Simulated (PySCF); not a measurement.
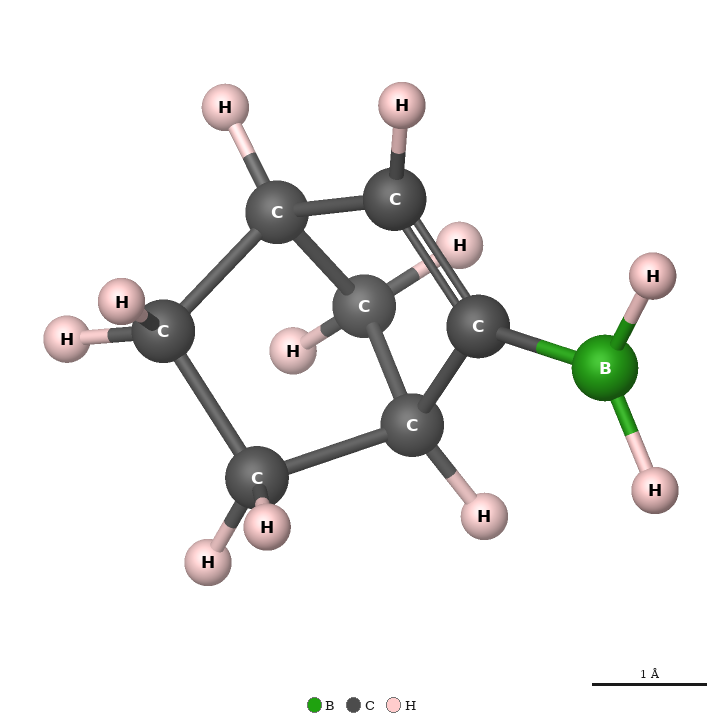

Rendered structure (ball-and-stick style).

The computed structure is the end point of a GFN2-xTB optimisation. No frequency run is at hand to confirm it as a minimum.

> Which formula does it have?

C₇H₁₁B, 19 atoms: 7 carbon, 11 hydrogen and 1 boron.

> Count the bonded pairs by element.

9 C–H, 8 C–C, 2 B–H, 1 C–B.

> Name some functional groups or characteristic bonds that it holds.

Among them: alkene, B–H bond.

> Write the SMILES.

BC1=C[C@@H]2CC[C@H]1C2

> Give the symmetry (Schoenflies symbol).

C1.

The parts below concern this one geometry. Atoms keep their numbers from picture to picture.

### Shape

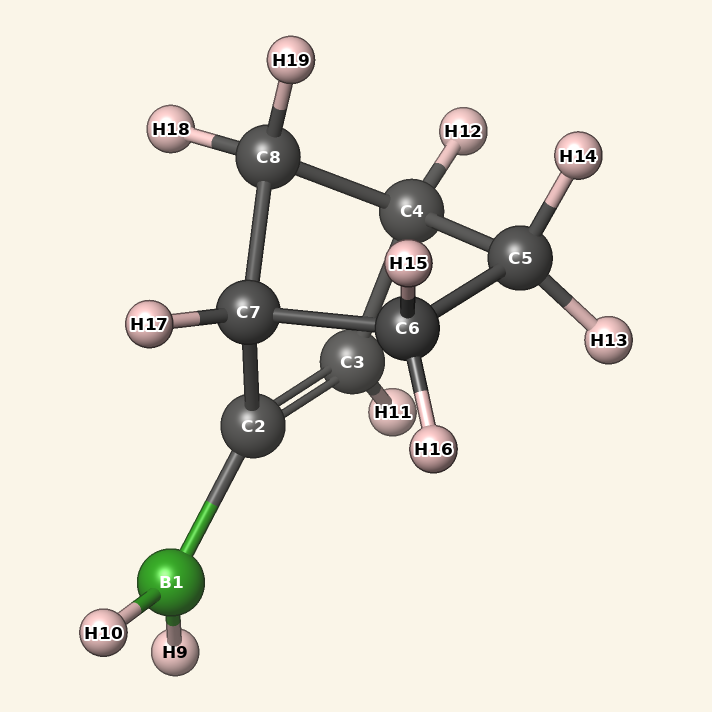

No frequency run is at hand to confirm it as a minimum.

Give the bond lengths. Leave out bonds to hydrogen.

```json
{"bond": "B1–C2", "length (Å)": "1.528", "order": "single"}
{"bond": "C2–C3", "length (Å)": "1.349", "order": "double"}
{"bond": "C2–C7", "length (Å)": "1.521", "order": "single"}
{"bond": "C3–C4", "length (Å)": "1.498", "order": "single"}
{"bond": "C4–C5", "length (Å)": "1.549", "order": "single"}
{"bond": "C4–C8", "length (Å)": "1.532", "order": "single"}
{"bond": "C5–C6", "length (Å)": "1.539", "order": "single"}
{"bond": "C6–C7", "length (Å)": "1.545", "order": "single"}
{"bond": "C7–C8", "length (Å)": "1.531", "order": "single"}
```

### Ring current

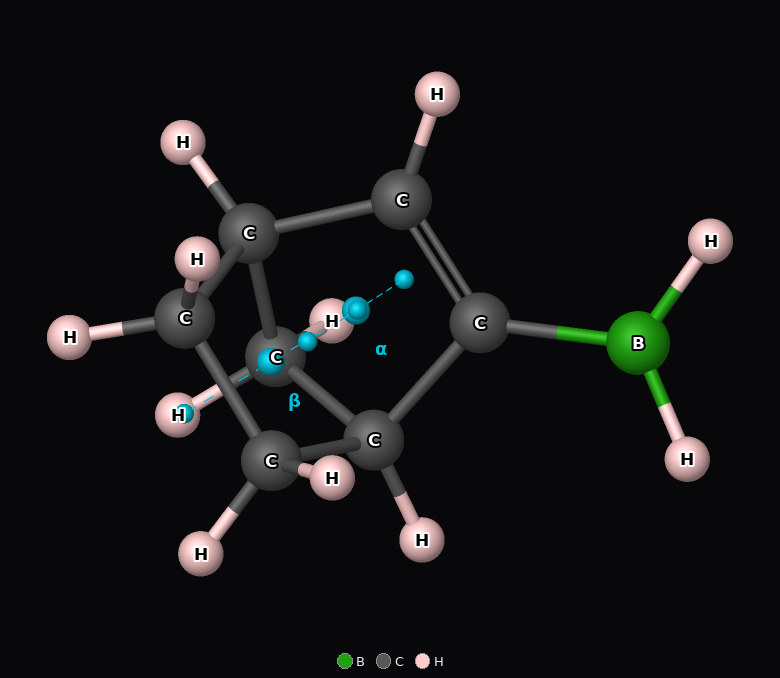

The small points mark where nucleus-independent chemical shifts (NICS) were computed: at the centre of each lettered ring and 1 Å above and below it. No frequency run is at hand to confirm it as a minimum. Level of theory: GIAO PBE0/pcSseg-1 NMR shielding, non-relativistic, gas phase (PySCF 2.14.0).

Give NICS(0), NICS(1) and the out-of-plane component NICS(1)zz for each ring (means of the two sides).

| ring | members | NICS(0) | NICS(1) | NICS(1)zz |
| --- | --- | --- | --- | --- |
| α | C5 | −6.1 | −8.2 | −10.1 |
| β | C5 | −8.5 | −6.6 | −10.2 |

Values in ppm.

### NMR shielding

The questions are on isotropic NMR shieldings of the H atoms. No frequency run is at hand to confirm it as a minimum. Level of theory: GIAO PBE0/pcSseg-1 NMR shielding, non-relativistic, gas phase (PySCF 2.14.0).

> Which H atom is the most shielded (lowest chemical shift)?

H13 (30.73 ppm).

> Which H atom is the least shielded (highest chemical shift)?

H11 (24.12 ppm).

> How wide is the range of H shifts?

6.61 ppm.

List the isotropic NMR shieldings of the H atoms.

```csv
atom,σ (ppm)
H9,24.88
H10,24.81
H11,24.12
H12,28.70
H13,30.73
H14,29.84
H15,29.84
H16,30.67
H17,28.50
H18,30.26
H19,30.59
```

### Electronic properties

No frequency run is at hand to confirm it as a minimum. Method: PBE0/def2-SVPD, gas phase (PySCF 2.14.0). Excitations: vertical, linear response.

Predict the main results.

- dipole moment: 1.96 D
- HOMO energy (Kohn–Sham orbital): −7.37 eV
- LUMO energy (Kohn–Sham orbital): −1.83 eV
- HOMO–LUMO gap: 5.54 eV
- mean static polarisability: 90.3 bohr³
- lowest vertical singlet excitation: 4.95 eV
- its oscillator strength: 0.218

### Quadrupole coupling

No frequency run is at hand to confirm it as a minimum. Electric field gradients from the ground-state density, PBE0/pcSseg-1 (PySCF 2.14.0), non-relativistic apart from any core potentials.

Give the largest field-gradient component, the quadrupole coupling constant and the asymmetry for 11B at B1 (Q = 40.59 mb).

| atom | V_zz (a.u.) | e²qQ/h (MHz) | η |
| --- | --- | --- | --- |
| B1 | 0.588 | 5.60 | 0.01 |

The geometry is semi-empirical. Around B such bond lengths and angles can be off by a tenth of an ångström or more and by several degrees, and values that hang on the shape move with them.
